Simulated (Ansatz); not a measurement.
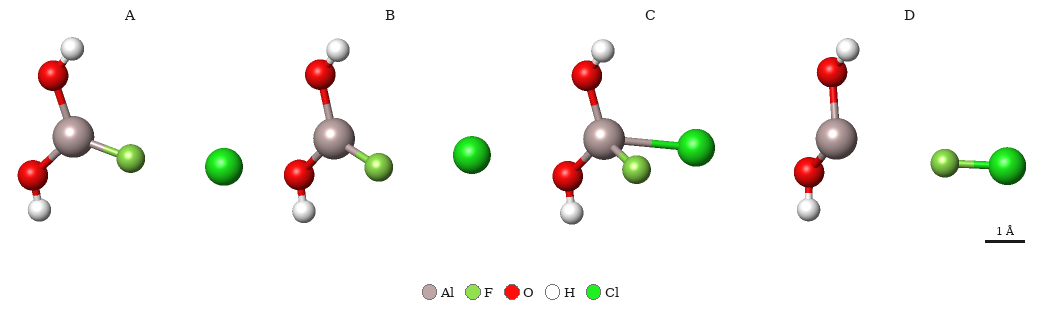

4 geometries from one relaxation of AlH₂O₂ClF (multiplicity 2), in shuffled order. Style: ball-and-stick. Shown at a tilt.

The run prepares an end point of a later path (reaction) calculation, from a guessed geometry.

All numbers below come from UKS B3LYP/def2-SVP (Ansatz). Set-up: collinear spin; force threshold 0.03 eV/Å; at most 50 steps.

> Put them in the order of the run, from the start to the converged end.

D, A, B, C. They are steps 0, 6, 11, 19, at +4.582 eV, +0.388 eV, +0.271 eV relative to the last. Over 19 geometry steps the energy falls by 4.582 eV. The largest force component goes from 3 to 0.012 eV/Å. The Cl atom moves most after the best rigid fit: 1.68 Å. By element the largest moves are Cl 1.68 Å, F 1.45 Å, Al 0.72 Å, H 0.60 Å, O 0.51 Å. Some distances before and after: Al–Cl 4.449 → 2.416 Å, Al–F 2.883 → 1.734 Å, Cl–F 1.604 → 2.401 Å, Al–O 1.709 → 1.693 Å. New bonds form, among them: Al–Cl (4.45 → 2.42 Å), Al–F (2.88 → 1.73 Å). Bonds break, among them: Cl–F (1.60 → 2.40 Å). Bond angles that change, for instance: Al–O–H 123.3° → 126.5°.

Limits of the set-up: the start holds two separate molecules, 2.9 Å apart at their closest, whose relative position is a soft coordinate and is computed without a dispersion correction.
